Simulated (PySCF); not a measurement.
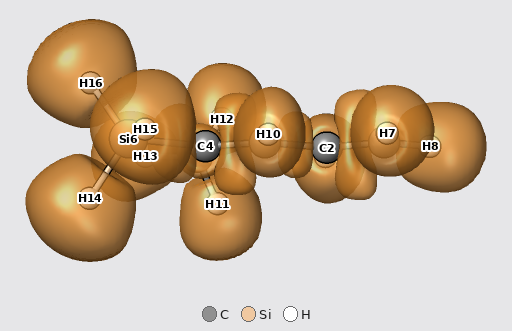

C5H10Si (SMILES C=C/C=C(\C)[SiH3]). Isosurface of the ELF at 0.75 (orange), seen from one side. Only the valence region is drawn (cores and ρ < 0.01 e/Å³ removed).

Geometry: GFN2-xTB.

Theory: PySCF 2.14.0, CAM-B3LYP/def2-SVPD, SCF density, gas phase.

```xyz
16

C     2.9518    0.3780   -0.3843
C     1.7951   -0.1039    0.0639
C     0.5111    0.4117   -0.3475
C    -0.6895   -0.0393    0.0495
C    -0.8260   -1.1932    1.0048
Si   -2.2878    0.7423   -0.5690
H     2.9875    1.1892   -1.0934
H     3.8996   -0.0197   -0.0637
H     1.7959   -0.9204    0.7726
H     0.5530    1.2423   -1.0416
H    -0.3816   -0.9511    1.9706
H    -0.3249   -2.0798    0.6166
H    -1.8727   -1.4404    1.1669
H    -3.0569    1.2271    0.5825
H    -1.9872    1.8487   -1.4766
H    -3.0748   -0.2826   -1.2628
```

> What do the ELF domains correspond to?

The surface consists of four regions between bonded C–C atoms (shared pairs), one region between bonded C–Si atoms (shared pairs) and ten regions around hydrogen nuclei.

Values along the shortest contacts:
C–C (1.33 Å): the ELF peaks at about 0.95 between the atoms (a short, multiple covalent bond). C–Si (1.88 Å): the ELF peaks at about 1 between the atoms; a shared electron pair.
